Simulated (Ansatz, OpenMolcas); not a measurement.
## A ladder of methods for CH6BNO2 (SMILES OBNCO)

CH6BNO2 has 11 atoms, charge 0, and is taken as a singlet. As SMILES, `OBNCO`. Geometry: relaxed at PBE0-D4/def2-TZVP. This is a higher conformer, about 10 kJ/mol above the lowest found by a separate search.

Each level gives the HOMO–LUMO gap (eV). The values are calculated.

```csv
level,kind,program,value (eV),CPU time
HF/def2-SVP,Hartree–Fock,OpenMolcas,15.26,16 s
SVWN5/def2-SVP,LDA,Ansatz,5.92,5.5 s
TPSS/def2-SVP,meta-GGA,OpenMolcas,6.32,71 s
B3LYP/def2-SVP,global hybrid,Ansatz,7.81,9.7 s
PBE0/def2-SVP,global hybrid,Ansatz,8.44,9.9 s
r2SCAN0/def2-SVP,hybrid meta-GGA,Ansatz,9.08,18 s
wB97M-V/def2-SVP,range-separated hybrid,Ansatz,12.53,88 s
B2PLYP/def2-SVP,double hybrid,OpenMolcas,10.87,39 s
```

The values span 5.92 to 15.26 eV. Orbital gaps aren't excitation energies, and those of double hybrids come from the SCF part alone; they tend to grow with the share of exact exchange. CPU times are rough (shared hosts, several kinds of processor): they show what a rung costs within a factor of a few.

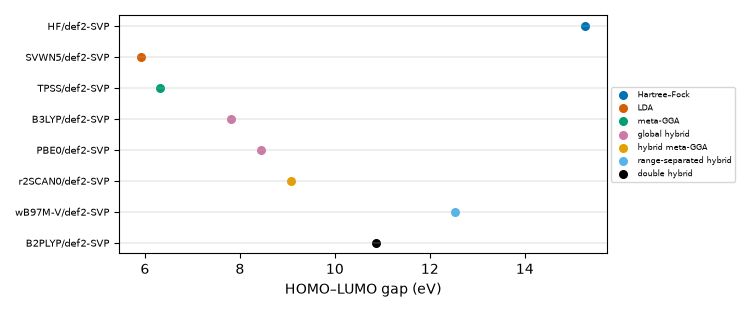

The values of the table, level by level.
